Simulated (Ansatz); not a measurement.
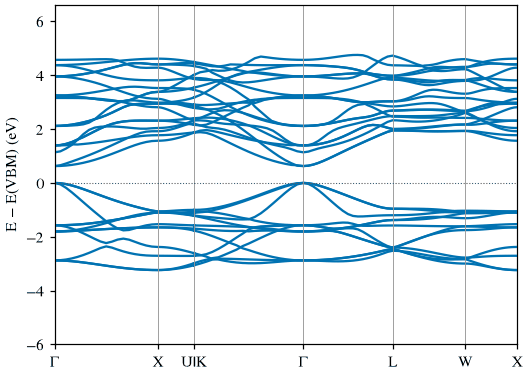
Figure. Band structure from PBE in the plane-wave PAW code Ansatz

### Question
Read off the gap and where the band edges lie.

### Answer
About 0.6 eV (0.63 eV by a search for the band edges); maximum at Γ, minimum at Γ.

### Question
Which of these materials gives this?
(A) Ca6Sb2PN, Fm-3m (Ca on 24e, Sb on 8c, P on 4a, N on 4b)
(B) BeS, rock salt
(C) SnTe, rock salt
(D) MgSe, rock salt

### Answer
A, Ca6Sb2PN, Fm-3m (Ca on 24e, Sb on 8c, P on 4a, N on 4b)

The start of the workflow was typed in or built on a structure type; neither database checked (COD, Materials Project) lists it. Its standing as an ambient phase is unchecked. Symmetry was held in the PBE relaxation; whether a distortion lowers the energy is not shown. Scalar-relativistic: spin–orbit coupling is off unless named, which matters more the heavier the elements.

Potentials: the later of the program's two PAW sets.
